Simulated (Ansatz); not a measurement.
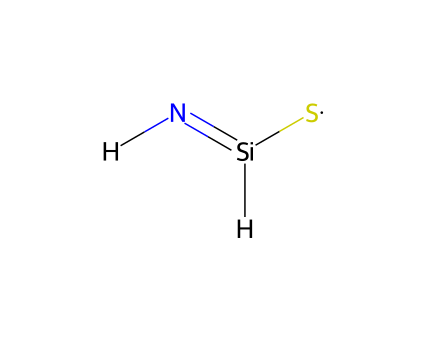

The species is neutral and a spin doublet. Computed geometry: PBE0-D4/def2-TZVP optimisation. No frequency run is at hand to confirm it as a minimum. Level of theory: UKS PBE0-D4/def2-TZVPP (Ansatz 0.2.0).

Computed properties:

The species is H2NSSi (`[H]/N=[SiH]/[S]`).
- HOMO energy (Kohn–Sham orbital): −7.50 eV
- ⟨S²⟩ of the determinant: 0.801
